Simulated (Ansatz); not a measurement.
**HCl (hydrogen chloride) at 6 levels**

We compute a comparison of 6 runs (B2PLYP/6-31G*, B3LYP/6-31G*, BHLYP/6-31G*, UPBE/6-31G*, CCSDTQ/3-21G, CCSD(T)/6-31G*) of HCl (hydrogen chloride). 

Program for the calculation: Ansatz 0.2.0.

56 further runs of the same task are left out: 2 that didn't finish, 54 set aside as unsound or not needed.

### 1 Starting point

The species is HCl (2 atoms), meant as a singlet with charge 0. As SMILES, `Cl`. The H2–Cl1 distance was set to 3.197 Å, away from the relaxed value.

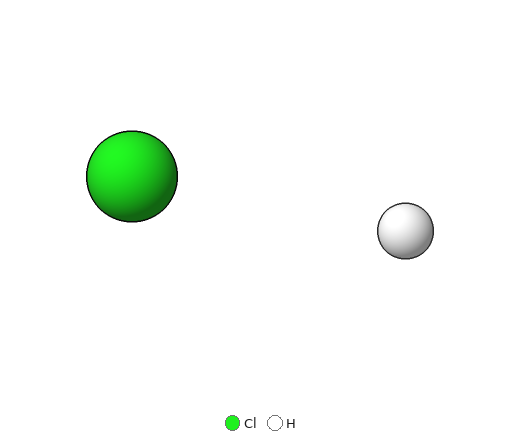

Viewed from a chosen angle; chlorine green, hydrogen white.

### 2 A single-point energy at B2PLYP/6-31G(d) (spherical functions) (run 1)

Input file run.yaml:

```yaml
crystal:
  periodic: [false, false, false]
  atoms:
    - symbol: Cl
      position_ang: [2.184018, -0.714006, 1.123209]
    - symbol: H
      position_ang: [-0.546000, 0.178500, -0.280800]
basis:
  gaussian: {orbitals: 6-31G_st_-spherical.json}
correlation: {frozen_orbitals: {Cl: 5, H: 0}}
hamiltonian: {xc: {name: B2PLYP}}
accuracy: high
```

The basis set 6-31G* is read from a file made from the Basis Set Exchange's data (not shown).

Run with:

```bash
$ ansatz run run.yaml --threads 1 --pin off --max-ram 2610MiB --events-out events.jsonl --progress --plain --runs-dir runs
```

Output:

```text
Warning: RAYON_NUM_THREADS=1 ignored (pool sized by the plan → 1); use --threads N
Functional definition: B2PLYP
  name "B2PLYP"
  parameter a = 0.53
  parameter c = 0.27
  exchange = (1 - a)*b88_x + a*exact_x
  correlation = (1 - c)*lyp_c + c*(mp2_os + mp2_ss)
309 factors; integrals over basis functions are off by at most 3.1e-9 eV
mean field evaluation 1: about -12521.9560 eV, gradient 2.1e1 eV
mean field evaluation 2: about -12521.9570 eV, gradient 2.1e1 eV
mean field evaluation 4: about -12525.8309 eV, gradient 7.9e0 eV
mean field evaluation 8: about -12526.7546 eV, gradient 1.2e0 eV
mean field evaluation 16: about -12526.7594 eV, gradient 3.0e-5 eV
mean field evaluation 32: about -12515.6254 eV, gradient 2.1e1 eV
mean field -12526.75936012 eV, -460.3499155421 hartree, gradient 7.0e-8 eV, S^2 0.000000; 2 other end points of the search recorded, 0 dependent functions left out; unrestricted orbitals would lower it
5 core orbitals not correlated: weight in the atoms' cores, before any rotation towards them, 1.000 or more for the frozen orbitals, at most 0.000 for the correlated occupied ones
reference -12526.75937907 eV, -460.3499162385 hartree; 4, 4 occupied and 11, 11 virtual orbitals, 309 factors
second order -8.09282193 eV of doubles, -0.00000000 eV of singles
Total energy: -12528.94444099 eV, -460.4302157830 hartree
```

Wall time 0.62 s (1 thread of Arm Neoverse V2, shared host).

### 3 The energy at B3LYP/6-31G(d) (spherical functions) (run 2)

Input file job.yaml:

```yaml
crystal:
  periodic: [false, false, false]
  atoms:
    - {symbol: Cl, position_ang: [2.184018, -0.714006, 1.123209]}
    - {symbol: H, position_ang: [-0.546000, 0.178500, -0.280800]}
basis:
  gaussian: {orbitals: 6-31G_st_-spherical.json}
total_charge: 0
magnetization: {spin_polarized: false, initial_magnetization: 0}
hamiltonian: {xc: {name: B3LYP}}
accuracy: high
```

The basis set 6-31G* is read from a file made from the Basis Set Exchange's data (not shown).

Run with:

```bash
$ ansatz run job.yaml --threads 1 --pin off --max-ram 2610MiB --events-out events.jsonl --progress --plain --runs-dir runs
```

Output:

```text
Warning: RAYON_NUM_THREADS=1 ignored (pool sized by the plan → 1); use --threads N
Functional definition: B3LYP
  name "B3LYP"
  parameter a0 = 0.2
  parameter ax = 0.72
  parameter ac = 0.81
  exchange = (1 - a0 - ax)*slater_x + ax*b88_x + a0*exact_x
  correlation = (1 - ac)*vwn_rpa_c + ac*lyp_c
309 factors; integrals over basis functions are off by at most 3.1e-9 eV
mean field evaluation 1: about -12527.4203 eV, gradient 2.3e1 eV
mean field evaluation 2: about -12511.6374 eV, gradient 5.8e1 eV
mean field evaluation 4: about -12525.8704 eV, gradient 2.9e1 eV
mean field evaluation 8: about -12533.2881 eV, gradient 3.0e-4 eV
mean field evaluation 16: about -12529.7652 eV, gradient 2.3e1 eV
mean field -12533.28807006 eV, -460.5898412071 hartree, gradient 4.7e-8 eV, S^2 0.000000; 1 other end points of the search recorded, 0 dependent functions left out
reference -12533.28809961 eV, -460.5898422927 hartree; 9, 9 occupied and 11, 11 virtual orbitals, 309 factors
Total energy: -12533.28809961 eV, -460.5898422927 hartree
```

Run time: 0.48 s. Hardware: 1 thread of Arm Neoverse V2, shared host.

Runs 3 to 5 aren't shown in full; the table further down has their settings and results.

### 4 A single-point energy at CCSD(T)/6-31G(d) (spherical functions) (run 6)

Input file run.yaml:

```yaml
basis:
  gaussian:
    orbitals: 6-31G_st_-spherical.json
crystal:
  periodic: [false, false, false]
  atoms:
    - {symbol: Cl, position_ang: [2.184018, -0.714006, 1.123209]}
    - {symbol: H, position_ang: [-0.546000, 0.178500, -0.280800]}
correlation:
  method: ccsd_t
  frozen_orbitals: {Cl: 5, H: 0}
accuracy: high
scf:
  omitted_lower_state_checks: [cluster_reference, increment]
```

The basis set 6-31G* is read from a file made from the Basis Set Exchange's data (not shown).

Run with:

```bash
$ ansatz run run.yaml --threads 1 --pin off --max-ram 2610MiB --events-out events.jsonl --progress --plain --runs-dir runs
```

Output:

```text
Warning: RAYON_NUM_THREADS=1 ignored (pool sized by the plan → 1); use --threads N
Functional definition: HF
  name "HF"
  exchange = exact_x
  correlation = 0
these checks for a lower state are left out or cut short: cluster_reference, increment
309 factors; integrals over basis functions are off by at most 3.1e-9 eV
mean field evaluation 1: about -12508.1297 eV, gradient 1.8e1 eV
mean field evaluation 2: about -12508.1314 eV, gradient 1.8e1 eV
mean field evaluation 4: about -12511.5989 eV, gradient 4.8e0 eV
mean field evaluation 8: about -12511.6954 eV, gradient 3.2e-1 eV
mean field evaluation 16: about -12511.6945 eV, gradient 1.3e-7 eV
mean field evaluation 32: about -12509.7339 eV, gradient 3.3e0 eV
mean field -12511.69449449 eV, -459.7962919414 hartree, gradient 1.0e-8 eV, S^2 0.000000; 3 other end points of the search recorded, 0 dependent functions left out; unrestricted orbitals would lower it
5 core orbitals not correlated: weight in the atoms' cores, before any rotation towards them, 1.000 or more for the frozen orbitals, at most 0.000 for the correlated occupied ones
reference -12511.69449449 eV, -459.7962919414 hartree; 4, 4 occupied and 11, 11 virtual orbitals, 309 factors
second order -5.46693258 eV of doubles, -0.00000000 eV of singles
cycle   1  -4.88868510 eV  change    -1.2e0 eV  update   1.4e-1
cycle   2  -5.45686388 eV  change   -5.7e-1 eV  update   1.1e-1
cycle   3  -5.81992102 eV  change   -3.6e-1 eV  update   9.3e-2
cycle   4  -6.08632349 eV  change   -2.7e-1 eV  update   7.6e-2
cycle   5  -6.29030626 eV  change   -2.0e-1 eV  update   6.1e-2
cycle   6  -6.99387745 eV  change   -7.0e-1 eV  update   4.8e-2
cycle   7  -7.00984092 eV  change   -1.6e-2 eV  update   1.0e-2
cycle   8  -6.90205012 eV  change    1.1e-1 eV  update   1.3e-2
cycle   9  -6.92083377 eV  change   -1.9e-2 eV  update   2.5e-3
cycle  10  -6.92390092 eV  change   -3.1e-3 eV  update   4.8e-4
cycle  11  -6.92409752 eV  change   -2.0e-4 eV  update   6.1e-5
cycle  12  -6.92405178 eV  change    4.6e-5 eV  update   1.6e-5
cycle  13  -6.92410069 eV  change   -4.9e-5 eV  update   7.2e-6
cycle  14  -6.92410998 eV  change   -9.3e-6 eV  update   2.0e-6
cycle  15  -6.92409930 eV  change    1.1e-5 eV  update   1.1e-6
cycle  16  -6.92409846 eV  change    8.4e-7 eV  update   2.6e-7
cycle  17  -6.92409951 eV  change   -1.0e-6 eV  update   1.1e-7
cycle  18  -6.92409653 eV  change    3.0e-6 eV  update   6.4e-7
cycle  19  -6.92409169 eV  change    4.8e-6 eV  update   4.2e-7
cycle  20  -6.92409138 eV  change    3.1e-7 eV  update   3.5e-8
cycle  21  -6.92409135 eV  change    3.1e-8 eV  update   6.0e-9
cycle  22  -6.92409134 eV  change    4.1e-9 eV  update   1.9e-9
cycle  23  -6.92409134 eV  change   9.4e-10 eV  update  7.1e-10
cycle  24  -6.92409134 eV  change   7.9e-10 eV  update  2.2e-10
cycle  25  -6.92409134 eV  change   1.1e-10 eV  update  7.9e-11
perturbative correction -0.66300888 eV, -0.0243651270 hartree
WARN: these amplitudes may be one of several solutions (largest doubles amplitude 0.75, level shift 8.17 eV)
Total energy: -12519.28159471 eV, -460.0751127319 hartree
Checks for a lower state left out: cluster_reference, increment
```

Wall time 0.22 s (1 thread of Arm Neoverse V2, shared host).

### 5 Overview of the runs

```csv
run,level,frozen core orbitals,energy (Eh),wall time
1,B2PLYP/6-31G* (spherical functions),5,-460.430216,0.62 s
2,B3LYP/6-31G* (spherical functions),–,-460.589842,0.48 s
3,BHLYP/6-31G* (spherical functions),–,-460.544887,0.46 s
4,UPBE/6-31G* (spherical functions),–,-460.427185,2 s
5,CCSDTQ/3-21G,5,-457.810374,1.3 s
6,CCSD(T)/6-31G* (spherical functions),5,-460.075113,0.22 s
```

### 6 Outcome

```
                                          quantity          value
                               run 6: total energy  -460.07511 Eh
run 6: correlation energy (5 core orbitals frozen)     -278.8 mEh
                             run 6: (T) correction     -24.37 mEh
                              run 6: T1 diagnostic          0.073
```

What this shows: Totals of different functionals can't be ranked against each other. In run 6 the T1 diagnostic is large, so a single reference may not serve. In runs 1, 5, 6 the log says that unrestricted orbitals would lower the reference, so the values rest on an unstable closed-shell determinant (other closed-shell runs at this shape may share the fault). In runs 1, 2, 3, 6 a closed-shell determinant meets a far-stretched bond, which it describes badly. Spin contamination of the reference: run 4 ⟨S²⟩ = 0.87. Where it is this large, the reference is a mixture of spin states, and values that rest on it are in doubt. All runs together took 5.1 s, the longest 2 s.
